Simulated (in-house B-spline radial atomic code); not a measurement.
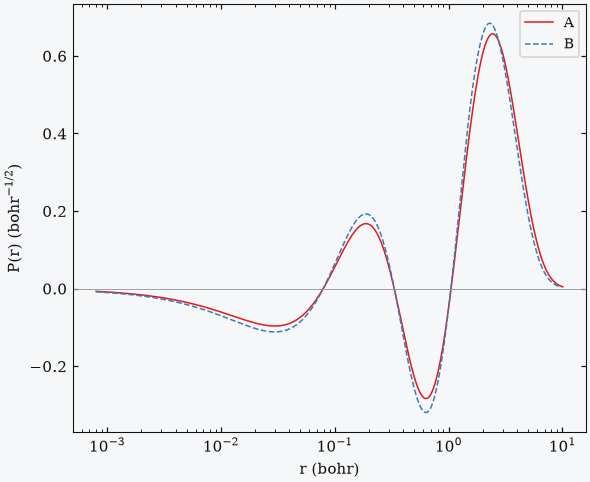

The Mn⁺ ion in [Ar] 3d5 4s1 (high spin) was computed by two methods: Hartree-Fock; SCAN. Both runs are scalar-relativistic, spin-polarised and spherical. Computed with an in-house B-spline radial code.

The plot shows P(r) = r R(r) of the 4s up orbital in both runs.

> Assign A and B.

A is Hartree-Fock (⟨r⟩ = 2.88 bohr, eigenvalue −15.0 eV); B is SCAN (⟨r⟩ = 2.69 bohr, eigenvalue −13.0 eV).
